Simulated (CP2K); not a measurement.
Consider acetylacetonitrile at its PBE geometry (Å).

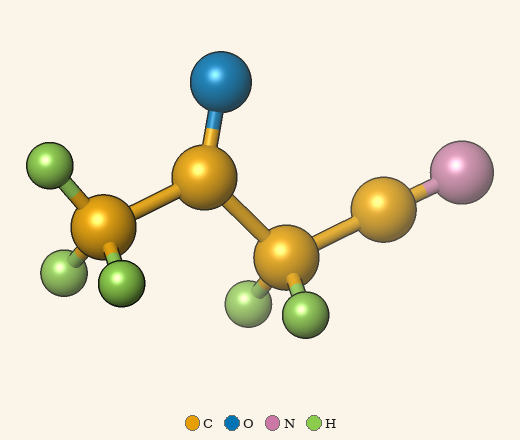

The molecule (carbon orange, oxygen blue, nitrogen pink, hydrogen green).

```xyz
11

C    -1.6420   -0.1140    0.0826
C    -0.3105    0.4974   -0.2883
O    -0.1998    1.5427   -0.9033
C     0.9194   -0.3173    0.1761
C     2.2012    0.2726   -0.1770
N     3.2338    0.7313   -0.4523
H    -1.7207   -0.2290    1.1742
H    -2.4573    0.5175   -0.2818
H    -1.7334   -1.1226   -0.3483
H     0.8607   -0.4476    1.2688
H     0.8487   -1.3310   -0.2507
```

Method: CP2K XAS_TDP, all-electron GAPW, PBEh(45%), aug-cc-pVDZ, TDA, GW2X-corrected core level, no relativity.

Predict the bright core excitations at the C K edge.

Leading lines: C1 291.43 eV, C2 288.66 eV, C4 291.02 eV and C5 289.19 eV. The leading line of an atom is its first one with 35 % of the strongest within 2.5 eV of its lowest line over the strength cut. Core ionisation energies at this level: C2 296.06, C4 294.10, C1 293.24 and C5 294.03 eV.

The first six lines of each atom with a strength over 0.0015:

```
                      atom  energy (eV)  states  strength, one atom  above the computed threshold
  C1 (bonded to C and 3 H)       290.45       1              0.0079                              
                                 291.43       1              0.0241                              
                                 291.52       1              0.0159                              
                                 292.01       1              0.0095                              
                                 292.33       1              0.0103                              
                                 292.79       1              0.0018                              
  C2 (bonded to 2 C and O)       288.66       1              0.0696                              
                                 293.64       1              0.0030                              
                                 294.18       1              0.0168                              
                                 294.94       1              0.0049                              
                                 295.99       1              0.0109                              
                                 296.44       1              0.0027                           yes
C4 (bonded to 2 C and 2 H)       291.02       1              0.0115                              
                                 291.52       1              0.0151                              
                                 291.90       1              0.0017                              
                                 292.81       1              0.0090                              
                                 292.95       1              0.0027                              
                                 293.12       1              0.0062                              
    C5 (bonded to C and N)       289.19       1              0.0520                              
                                 289.25       1              0.0539                              
                                 293.69       1              0.0044                              
                                 294.06       2              0.0066                           yes
                                 294.49       1              0.0042                           yes
                                 295.50       1              0.0032                           yes
```

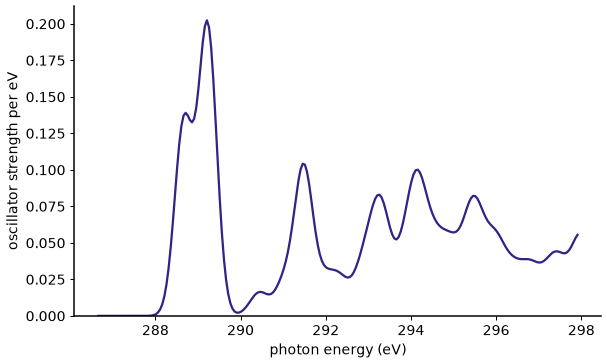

All atoms added, broadened by 0.5 eV.

Lines are vertical, at one geometry, with no vibrational structure. GW2X ionisation energies and lines can be off by 1 to 2 eV either way, and a good line position may hide errors that cancel. These values hold no scalar relativity, about 0.1 eV for C 1s. Rydberg lines, and the discretised continuum above threshold, depend on the basis and the box.

[Banner, clock and machine lines of the logs are left out without a mark of their own.]

[Logs are printed without paths, hosts, clocks, repeated set-up lines and the standing remarks that a program may print on its own settings, such as how far it seeks lower states.]

[Hosts, paths, dates, database ids (printed as entryN), source tags and the programs' standing remarks are cut or masked in the printed files.]
